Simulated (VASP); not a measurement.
# Driving VASP from ASE on Al2Cu (Khatyrkite), part 3 of 4

Do ASE scripts that read Al2Cu (Khatyrkite) from different structure formats give one answer, and do several routes find one equilibrium volume? All runs use r2SCAN. Left out of this account: 1 further run (self-consistent run: a reference on another mesh). The start is a cell from a database of measured crystal structures.

VASP 6.6.1; r2SCAN; plane waves and PAW (Al, Cu).

So far. Step 2 (Total energy, forces and stress (r2SCAN, through ASE)): The pressure is -4.43 GPa and the largest force 0.093 eV/Å, so the cell is not at a minimum at these settings. Step 3 (A single point (r2SCAN, through ASE)): The energy lies +3.34 meV an atom from the first script, since this cell and mesh sample the zone at other points.

## (4) Full relaxation (r2SCAN, through ASE)

System of this step: Al2Cu (Khatyrkite). The structure is tetragonal, space group I4/mcm (No. 140). The conventional cell has a = 6.067 Å, b = 6.067 Å, c = 4.877 Å, α = 90.00°, β = 90.00°, γ = 90.00°. Nearest to Al lie 4 Cu at 2.59 Å and 1 Al at 2.71 Å. Nearest to Cu lie 2 Cu at 2.44 Å and 8 Al at 2.59 Å. Farther neighbours are not listed.

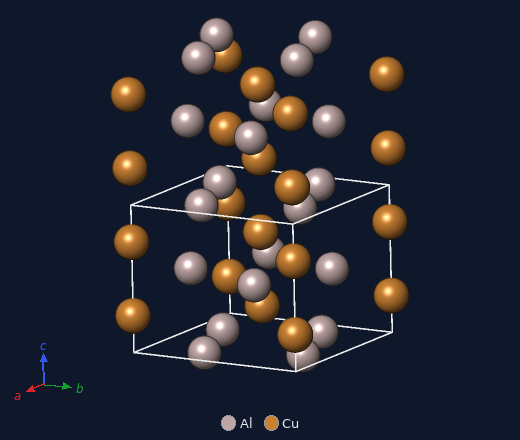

The cell of this step (aluminium light grey, copper orange). 1×1×2 conventional cells are drawn. Some periodic images of atoms are drawn too.

The start need not lie at this functional's minimum. ISIF = 3 frees volume, shape and positions, and EDIFFG sets the threshold on forces and stress at which the search stops.

run.py

```python
import numpy as np
from ase.calculators.vasp import Vasp
from ase.io import read

atoms = read('Al2Cu.cif')

calc = Vasp(
    xc='r2scan',
    pp='PBE',
    prec='Accurate',
    encut=400,
    ediff=1e-06,
    nelm=100,
    ismear=-1,
    sigma=0.05,
    lreal=False,
    algo='Normal',
    lasph=True,
    nbands=23,
    lorbit=11,
    lwave=False,
    lcharg=False,
    kpar=4,
    ibrion=2,
    nsw=60,
    isif=3,
    ediffg=-0.01,
    pp_version='64',
    setups={'Al': '', 'Cu': ''},
    kpts=(8, 8, 8),
    gamma=True,
    txt='vasp.out',
)
atoms.calc = calc

print("energy (eV):", round(atoms.get_potential_energy(), 6))
print("Fermi level (eV):", round(calc.get_fermi_level(), 4))
print("forces (eV/A):")
print(np.round(atoms.get_forces(), 4))
print("stress (GPa, Voigt, tension positive):", np.round(atoms.get_stress() * 160.21766, 3))
print("cell (A, degrees):", np.round(atoms.cell.cellpar(), 4))
print("volume (A^3):", round(atoms.get_volume(), 4))
print("positions:")
print(np.round(atoms.get_scaled_positions(), 5))
```

Al2Cu.cif

```cif
data_Al2Cu
_cell_length_a 4.93462529
_cell_length_b 4.93462529
_cell_length_c 4.93462529
_cell_angle_alpha 104.13427876
_cell_angle_beta 104.13427876
_cell_angle_gamma 120.77110125
_space_group_name_H-M_alt 'P1'
_space_group_name_Hall 'P 1'
_space_group_IT_number 1
loop_
_space_group_symop_operation_xyz
'x,y,z'
loop_
_atom_site_label
_atom_site_type_symbol
_atom_site_symmetry_multiplicity
_atom_site_Wyckoff_symbol
_atom_site_fract_x
_atom_site_fract_y
_atom_site_fract_z
_atom_site_occupancy
Al1 Al 1 a 0.6581000000 0.1581000000 0.8162000000 1
Al2 Al 1 a 0.1581000000 0.3419000000 0.5000000000 1
Al3 Al 1 a 0.3419000000 0.8419000000 0.1838000000 1
Al4 Al 1 a 0.8419000000 0.6581000000 0.5000000000 1
Cu1 Cu 1 a 0.2500000000 0.2500000000 0.0000000000 1
Cu2 Cu 1 a 0.7500000000 0.7500000000 0.0000000000 1
```

Potentials, in the order of the species: Al and Cu (PBE family, release 64).

Started as:

```sh
$ export ASE_VASP_COMMAND="mpirun -np 4 vasp_std"
$ python run.py
```

The program printed:

```text
energy (eV): -49.536007
Fermi level (eV): 8.3435
forces (eV/A):
[[-0.     -0.     -0.0062]
 [-0.0054  0.0031 -0.    ]
 [ 0.      0.      0.0062]
 [ 0.0054 -0.0031  0.    ]
 [ 0.     -0.     -0.    ]
 [-0.     -0.     -0.    ]]
stress (GPa, Voigt, tension positive): [-0.019  0.008 -0.032 -0.    -0.     0.023]
cell (A, degrees): [  4.8717   4.8717   4.8717 103.8382 103.8382 121.4423]
volume (A^3): 86.0446
positions:
[[0.65858 0.15858 0.81716]
 [0.15858 0.34142 0.5    ]
 [0.34142 0.84142 0.18284]
 [0.84142 0.65858 0.5    ]
 [0.25    0.25    0.     ]
 [0.75    0.75    0.     ]]
```

The job ended after 85 s (4 MPI ranks of Intel Xeon 6975P-C (Granite Rapids), shared host; peak memory 0.92 GiB).

The INCAR that ASE wrote:

```
ENCUT = 400.000000
SIGMA = 0.050000
EDIFF = 1.00e-06
EDIFFG = -1.00e-02
ALGO = Normal
METAGGA = R2SCAN
PREC = Accurate
IBRION = 2
ISIF = 3
ISMEAR = -1
KPAR = 4
LORBIT = 11
NBANDS = 23
NELM = 100
NSW = 60
LASPH = .TRUE.
LCHARG = .FALSE.
LWAVE = .FALSE.
LREAL = .FALSE.
```

The KPOINTS that ASE wrote:

```
KPOINTS created by Atomic Simulation Environment
0
Gamma
8 8 8
0 0 0
```

vasp.out:

```text
[banner, memory and clock lines left out]
running    4 mpi-ranks, on    1 nodes
 distrk:  each k-point on    1 cores,    4 groups
 distr:  one band on    1 cores,    1 groups

 POSCAR found type information on POSCAR AlCu
 POSCAR found :  2 types and       6 ions
 [... a notice as in an earlier step ...]

 LDA part: xc-table for (None), standard interpolation
 POSCAR, INCAR and KPOINTS ok, starting setup
 FFT: planning ... GRIDC
 FFT: planning ... GRID_SOFT
 FFT: planning ... GRID
 WAVECAR not read
 entering main loop
       N       E                     dE             d eps       ncg     rms          rms(c)
DAV:   1     0.143963828780E+03    0.14396E+03   -0.12260E+04  2714   0.141E+03
DAV:   2    -0.470060520636E+02   -0.19097E+03   -0.18156E+03  2714   0.294E+02
DAV:   3    -0.571761214970E+02   -0.10170E+02   -0.97139E+01  3600   0.927E+01
DAV:   4    -0.574211841945E+02   -0.24506E+00   -0.24464E+00  3795   0.124E+01
DAV:   5    -0.574277181571E+02   -0.65340E-02   -0.65333E-02  4014   0.185E+00    0.198E+01
DAV:   6    -0.568839126336E+02    0.54381E+00   -0.10876E+02  3195   0.281E+02    0.166E+01
DAV:   7    -0.497127660977E+02    0.71711E+01   -0.23454E+01  3339   0.116E+02    0.405E+00
DAV:   8    -0.495379850938E+02    0.17478E+00   -0.44062E+00  4277   0.466E+01    0.250E+00
DAV:   9    -0.494853201265E+02    0.52665E-01   -0.36283E-01  4381   0.137E+01    0.139E+00
[... 1 cycle as in an earlier step ...]
DAV:  11    -0.494810687454E+02    0.39537E-01   -0.16099E-01  3728   0.117E+01    0.261E-01
DAV:  12    -0.494817345764E+02   -0.66583E-03   -0.86050E-03  4257   0.115E+00    0.933E-02
DAV:  13    -0.494817953215E+02   -0.60745E-04   -0.79078E-05  3968   0.806E-02    0.448E-02
DAV:  14    -0.494818043089E+02   -0.89874E-05   -0.30509E-04  3703   0.491E-01    0.278E-02
DAV:  15    -0.494817892586E+02    0.15050E-04   -0.64956E-05  3858   0.233E-01    0.283E-03
DAV:  16    -0.494817904538E+02   -0.11953E-05   -0.22830E-06  2449   0.134E-02    0.206E-03
DAV:  17    -0.494817914197E+02   -0.96589E-06   -0.80786E-07  1798   0.187E-02
   1 F= -.49481791E+02 E0= -.49473066E+02  d E =-.494818E+02
 curvature:   0.00 expect dE= 0.000E+00 dE for cont linesearch  0.000E+00
 trial: gam= 0.00000 g(F)=  0.168E-02 g(S)=  0.161E+00 ort = 0.000E+00 (trialstep = 0.100E+01)
 search vector abs. value=  0.163E+00
 bond charge predicted
       N       E                     dE             d eps       ncg     rms          rms(c)
DAV:   1    -0.518935027550E+02   -0.24117E+01   -0.27567E+01  3225   0.121E+02    0.145E+01
DAV:   2    -0.530162747755E+02   -0.11228E+01   -0.46060E+01  3249   0.192E+02    0.107E+01
DAV:   3    -0.495740628378E+02    0.34422E+01   -0.11030E+01  3317   0.948E+01    0.188E+00
DAV:   4    -0.495508385195E+02    0.23224E-01   -0.11760E+00  4327   0.161E+01    0.134E+00
DAV:   5    -0.495328622065E+02    0.17976E-01   -0.39274E-02  4310   0.281E+00    0.465E-01
DAV:   6    -0.495388206344E+02   -0.59584E-02   -0.18850E-02  4196   0.331E+00    0.541E-01
DAV:   7    -0.495320270180E+02    0.67936E-02   -0.26315E-02  3898   0.463E+00    0.149E-01
DAV:   8    -0.495321773444E+02   -0.15033E-03   -0.14372E-03  4214   0.752E-01    0.862E-02
DAV:   9    -0.495321780459E+02   -0.70150E-06   -0.51802E-05  4383   0.167E-01    0.477E-02
DAV:  10    -0.495321844401E+02   -0.63942E-05   -0.86327E-06  3475   0.268E-02    0.228E-02
DAV:  11    -0.495321864080E+02   -0.19679E-05   -0.12029E-05  4328   0.904E-02    0.646E-03
DAV:  12    -0.495321893159E+02   -0.29078E-05   -0.10263E-06  1728   0.213E-02    0.144E-03
DAV:  13    -0.495321896893E+02   -0.37340E-06   -0.12788E-06  1609   0.215E-02
   2 F= -.49532190E+02 E0= -.49525147E+02  d E =-.503983E-01
[...]
3 F= -.49542029E+02 E0= -.49534661E+02  d E =-.602376E-01
 curvature:  -0.35 expect dE=-0.742E-03 dE for cont linesearch -0.325E-06
 trial: gam= 0.01061 g(F)=  0.644E-04 g(S)=  0.205E-02 ort = 0.388E-03 (trialstep = 0.944E+00)
 search vector abs. value=  0.214E-02
 bond charge predicted
       N       E                     dE             d eps       ncg     rms          rms(c)
DAV:   1    -0.495468181791E+02   -0.47894E-02   -0.93755E-02  3958   0.381E+00    0.438E-01
DAV:   2    -0.495452121742E+02    0.16060E-02   -0.22601E-02  3644   0.435E+00    0.325E-01
DAV:   3    -0.495434854575E+02    0.17267E-02   -0.76316E-03  3443   0.263E+00    0.156E-01
DAV:   4    -0.495430736763E+02    0.41178E-03   -0.61581E-04  4251   0.507E-01    0.200E-02
DAV:   5    -0.495430765958E+02   -0.29195E-05   -0.69273E-05  4325   0.152E-01    0.796E-03
DAV:   6    -0.495430770156E+02   -0.41984E-06   -0.18373E-06  2016   0.357E-02
   4 F= -.49543077E+02 E0= -.49536007E+02  d E =-.104798E-02
 trial-energy change:   -0.001048  1 .order   -0.001038   -0.002000   -0.000076
 step:   0.9802(harm=  0.9814)  dis= 0.00091  next Energy=   -49.543078 (dE=-0.105E-02)
 reached required accuracy - stopping structural energy minimisation
```

Parts of OUTCAR (step 4):

```text
  LATTYP: Found a body centered tetragonal cell.
 ALAT       =     6.0670000005
 C/A-ratio  =     0.8038569308

 Found     59 irreducible k-points:

   NELECT =      34.0000    total number of electrons

 E-fermi :   8.3435

 k-point     1 :       0.0000    0.0000    0.0000
  band No.  band energies     occupation
    ...
     15       6.9235      2.00000
     16       7.0022      2.00000
     17       7.0022      2.00000
     18       7.3670      2.00000
     19       8.2817      1.54972
     20       8.4236      0.33565
     21      10.1767      0.00000
     22      10.1767      0.00000
     23      10.2994      0.00000

 k-point     2 :       0.1250    0.0000    0.0000
  band No.  band energies     occupation
    ...
     15       6.5112      2.00000
     16       6.6123      2.00000
     17       6.8379      2.00000
     18       7.3564      2.00000
     19       8.1331      1.97068
     20       9.7205      0.00000
     21      10.7817      0.00000
     22      10.8753      0.00000
     23      11.7454      0.00000

  Total        0.0101708     -0.0044248      0.0171375     -0.0122563      0.0000000      0.0000000
  in kB        0.1893841     -0.0823915      0.3191048     -0.2282156      0.0000000      0.0000000
  external PRESSURE =       0.1420325 kB  Pullay stress =       0.0000000 kB

  energy-cutoff  :      400.00
  volume of cell :       86.04
      direct lattice vectors                 reciprocal lattice vectors
     4.871644220 -0.028533385 -0.000000000     0.205997525  0.124298414  0.117664693
    -2.516896151  4.171206700 -0.000000000     0.001409138  0.240589049  0.117664693
    -1.177374035 -2.071336657  4.249363058     0.000000000  0.000000000  0.235329386

 POSITION                                       TOTAL-FORCE (eV/Angst)
 -----------------------------------------------------------------------------------
      1.84714     -1.04994      3.47240        -0.000000     -0.000000     -0.006195
     -0.67547      0.38395      2.12468        -0.005386      0.003061     -0.000000
     -0.66976      3.12127      0.77696         0.000000      0.000000      0.006195
      1.85284      1.68739      2.12468         0.005386     -0.003061      0.000000
      0.58869      1.03567     -0.00000         0.000000     -0.000000     -0.000000
      1.76606      3.10700     -0.00000        -0.000000     -0.000000     -0.000000
 -----------------------------------------------------------------------------------
    total drift:                                0.000000     -0.000000     -0.000000

  FREE ENERGIE OF THE ION-ELECTRON SYSTEM (eV)
  ---------------------------------------------------
  free  energy   TOTEN  =       -49.5430770156 eV

  energy  without entropy=      -49.5289373800  energy(sigma->0) =      -49.53600720

 reached required accuracy - stopping structural energy minimisation

 total charge
# of ion       s       p       d       tot
------------------------------------------
    1        0.409   0.365   0.000   0.774
    2        0.409   0.365   0.000   0.774
    3        0.409   0.365   0.000   0.774
    4        0.409   0.365   0.000   0.774
    5        0.520   0.595   9.129  10.243
    6        0.520   0.595   9.129  10.243
--------------------------------------------------
tot          2.674   2.649  18.258  23.581

[... 5 parts as in an earlier step ...]

[... 7 further parts left out ...]
```

The run keeps the 16 symmetry operations of its start, so it cannot find a distortion of lower symmetry.

The steps of the relaxation:

```
step  energy less that of the first step (eV)  largest force (eV/Å)  pressure (GPa)  volume (Å³)
   1                                   0.0000                0.0932           -4.43        89.76
   2                                  -0.0504                0.0164            2.18        84.49
   3                                  -0.0602                0.0183            0.15        85.94
   4                                  -0.0613                0.0062            0.01        86.04
```

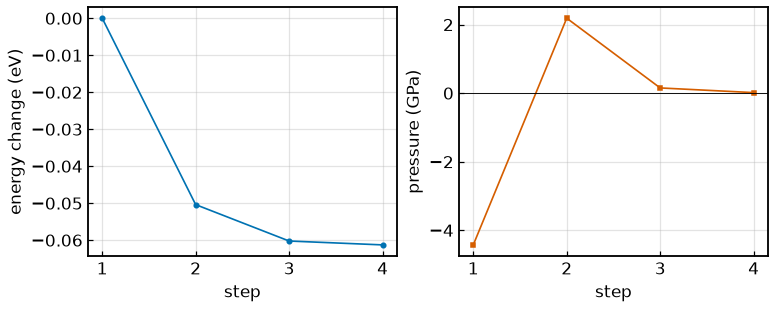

Energy and pressure along the relaxation.

```
conventional cell, symmetrised  before  after  change
                         a (Å)   6.067  6.010  -0.9 %
                         b (Å)   6.067  6.010  -0.9 %
                         c (Å)   4.877  4.765  -2.3 %
              volume (Å³/atom)   14.96  14.34  -4.1 %
```

Final coordinates:

```xyz
6
Lattice="4.8716 -0.0285 0.0000 -2.5169 4.1712 0.0000 -1.1774 -2.0713 4.2494" Properties=species:S:1:pos:R:3 pbc="T T T"
Al    1.8471   -1.0499    3.4724
Al   -0.6755    0.3839    2.1247
Al   -0.6698    3.1213    0.7770
Al    1.8528    1.6874    2.1247
Cu    0.5887    1.0357    0.0000
Cu    1.7661    3.1070    0.0000
```

This step gave:

```yaml
electrons: 34
bands: 23
irreducible_k_points: 59
free_energy_toten: -49.54 eV
energy_at_zero_smearing: -49.54 eV
fermi_energy: 8.344 eV
pressure: 0.01420 GPa
scf_cycles_over_all_ionic_steps: 45
```

It ends with a largest force of 0.006 eV/Å and a pressure of 0.01 GPa.

## (5) Energy against volume, from ASE (r2SCAN)

An ASE loop scales the volume and fits the energies, which gives the bulk modulus from energies alone.

run.py

```python
import numpy as np
from ase.calculators.vasp import Vasp
from ase.io import read
from ase.eos import EquationOfState
from ase.units import GPa

atoms = read('structure.vasp')

calc = Vasp(
    xc='r2scan',
    pp='PBE',
    prec='Accurate',
    encut=400,
    ediff=1e-06,
    nelm=100,
    ismear=-1,
    sigma=0.05,
    lreal=False,
    algo='Normal',
    lasph=True,
    nbands=23,
    lorbit=11,
    lwave=False,
    lcharg=False,
    kpar=4,
    isif=2,
    pp_version='64',
    setups={'Al': '', 'Cu': ''},
    kpts=(8, 8, 8),
    gamma=True,
    txt='vasp.out',
)
atoms.calc = calc

cell, volumes, energies = atoms.get_cell(), [], []
for x in [0.94, 0.96, 0.98, 1.0, 1.02, 1.04, 1.06]:
    atoms.set_cell(cell * x ** (1 / 3), scale_atoms=True)
    volumes.append(atoms.get_volume())
    energies.append(atoms.get_potential_energy())
    print(f"{x:.2f}  V = {volumes[-1]:.4f} A^3  E = {energies[-1]:.6f} eV")
v0, e0, b0 = EquationOfState(volumes, energies, eos="birchmurnaghan").fit()
print(f"V0 = {v0:.4f} A^3  E0 = {e0:.6f} eV  B0 = {b0 / GPa:.2f} GPa")
```

structure.vasp

```
Al2Cu
1.0
   -3.0335000000      3.0335000000      2.4385000000
    3.0335000000     -3.0335000000      2.4385000000
    3.0335000000      3.0335000000     -2.4385000000
Al Cu
4 2
Direct
    0.6581000000      0.1581000000      0.8162000000
    0.1581000000      0.3419000000      0.5000000000
    0.3419000000      0.8419000000      0.1838000000
    0.8419000000      0.6581000000      0.5000000000
    0.2500000000      0.2500000000      0.0000000000
    0.7500000000      0.7500000000      0.0000000000
```

The program printed:

```text
0.94  V = 84.3721 A^3  E = -49.505034 eV
0.96  V = 86.1672 A^3  E = -49.520200 eV
0.98  V = 87.9624 A^3  E = -49.508520 eV
1.00  V = 89.7575 A^3  E = -49.473066 eV
1.02  V = 91.5527 A^3  E = -49.416416 eV
1.04  V = 93.3478 A^3  E = -49.342452 eV
1.06  V = 95.1430 A^3  E = -49.250523 eV
V0 = 86.2440 A^3  E0 = -49.520148 eV  B0 = 113.83 GPa
```

Run time: 4 min. Hardware: 4 MPI ranks; peak memory 0.96 GiB.

ASE turned this into the INCAR:

```
ENCUT = 400.000000
SIGMA = 0.050000
EDIFF = 1.00e-06
ALGO = Normal
METAGGA = R2SCAN
PREC = Accurate
ISIF = 2
ISMEAR = -1
KPAR = 4
LORBIT = 11
NBANDS = 23
NELM = 100
LASPH = .TRUE.
LCHARG = .FALSE.
LWAVE = .FALSE.
LREAL = .FALSE.
```

The KPOINTS that ASE wrote:

```
KPOINTS created by Atomic Simulation Environment
0
Gamma
8 8 8
0 0 0
```

VASP's own log, vasp.out (the last of its runs):

```text
[banner, memory and clock lines left out]
running    4 mpi-ranks, on    1 nodes
 distrk:  each k-point on    1 cores,    4 groups
 distr:  one band on    1 cores,    1 groups

 POSCAR found type information on POSCAR AlCu
 POSCAR found :  2 types and       6 ions
 [... a notice as in an earlier step ...]

 LDA part: xc-table for (None), standard interpolation
 POSCAR, INCAR and KPOINTS ok, starting setup
 FFT: planning ... GRIDC
 FFT: planning ... GRID_SOFT
 FFT: planning ... GRID
 WAVECAR not read
 WARNING: random wavefunctions but no delay for mixing, default for NELMDL
 entering main loop
       N       E                     dE             d eps       ncg     rms          rms(c)
DAV:   1     0.142080576802E+03    0.14208E+03   -0.12078E+04  2714   0.137E+03
DAV:   2    -0.476499314977E+02   -0.18973E+03   -0.18047E+03  2714   0.290E+02
DAV:   3    -0.568683801255E+02   -0.92184E+01   -0.88437E+01  3635   0.883E+01
DAV:   4    -0.570924100270E+02   -0.22403E+00   -0.22370E+00  3736   0.116E+01
DAV:   5    -0.570985404524E+02   -0.61304E-02   -0.61295E-02  3999   0.174E+00    0.192E+01
DAV:   6    -0.565597422690E+02    0.53880E+00   -0.10586E+02  3195   0.275E+02    0.164E+01
DAV:   7    -0.495081248746E+02    0.70516E+01   -0.22685E+01  3366   0.112E+02    0.423E+00
DAV:   8    -0.493131498887E+02    0.19497E+00   -0.45004E+00  4284   0.474E+01    0.249E+00
DAV:   9    -0.492625665835E+02    0.50583E-01   -0.38728E-01  4360   0.140E+01    0.136E+00
DAV:  10    -0.493037479418E+02   -0.41181E-01   -0.96824E-02  4058   0.867E+00    0.154E+00
DAV:  11    -0.492591068771E+02    0.44641E-01   -0.18196E-01  3802   0.123E+01    0.267E-01
DAV:  12    -0.492598394784E+02   -0.73260E-03   -0.97251E-03  4165   0.114E+00    0.108E-01
DAV:  13    -0.492598742502E+02   -0.34772E-04   -0.13146E-04  4404   0.168E-01    0.497E-02
DAV:  14    -0.492598843961E+02   -0.10146E-04   -0.37500E-04  3814   0.532E-01    0.314E-02
DAV:  15    -0.492598639446E+02    0.20451E-04   -0.85926E-05  3960   0.261E-01    0.193E-03
DAV:  16    -0.492598649036E+02   -0.95899E-06   -0.29038E-06  2857   0.117E-02
   1 F= -.49259865E+02 E0= -.49250523E+02  d E =-.186829E-01
```

OUTCAR, selected parts (step 5):

```text
   ENCUT  =  400.0 eV  29.40 Ry    5.42 a.u.   8.20  8.20  8.20*2*pi/ulx,y,z

   NELECT =      34.0000    total number of electrons

 E-fermi :   7.2379

 k-point     1 :       0.0000    0.0000    0.0000
  band No.  band energies     occupation
    ...
     16       6.0575      2.00000
     17       6.0575      2.00000
     18       6.3796      2.00000
     19       6.8771      1.99853
     20       7.2643      0.74205
     21       8.6833      0.00000
     22       8.6833      0.00000
     23       8.9301      0.00000

  Total       -4.9337379     -4.9337379     -6.3752817      0.0000000      0.0000000      0.0000000
  in kB      -83.0825932    -83.0825932   -107.3577364      0.0000000      0.0000000      0.0000000
  external PRESSURE =     -91.1743076 kB  Pullay stress =       0.0000000 kB

 POSITION                                       TOTAL-FORCE (eV/Angst)
 -----------------------------------------------------------------------------------
      0.97801      4.07100     -0.00000         0.073928      0.073928      0.000000
      2.11499      0.97801      0.00000        -0.073928      0.073928      0.000000
      2.11499     -0.97801      2.48633        -0.073928     -0.073928     -0.000000
      0.97801      2.11499      2.48633         0.073928     -0.073928      0.000000
      0.00000      0.00000      1.24316         0.000000      0.000000      0.000000
      0.00000      0.00000      3.72949         0.000000     -0.000000      0.000000
 -----------------------------------------------------------------------------------
    total drift:                                0.000000     -0.000000      0.000000

  FREE ENERGIE OF THE ION-ELECTRON SYSTEM (eV)
  ---------------------------------------------------
  free  energy   TOTEN  =       -49.2598649036 eV

  energy  without entropy=      -49.2411820066  energy(sigma->0) =      -49.25052346

[... 3 parts as in an earlier step ...]

[... 13 further parts left out ...]
```

This step gave:

| Item | Value |
| --- | --- |
| bulk modulus | 113.8 GPa |
| equilibrium volume of the fit | 14.37 Å³/atom |

The fitted volume lies +0.23 % from the relaxed one.

(Part 3 of 4 ends here.)

[Lines on the potential files, build, host, timing and source positions are cut from VASP's logs without a mark.]

[Logs are printed without paths, hosts, clocks, repeated set-up lines and the standing remarks that a program may print on its own settings, such as how far it seeks lower states.]

[Hosts, paths, dates, database ids (printed as entryN), source tags and the programs' standing remarks are cut or masked in the printed files.]

[A measured line is paired with the nearest computed mode of its activity, which favours agreement.]
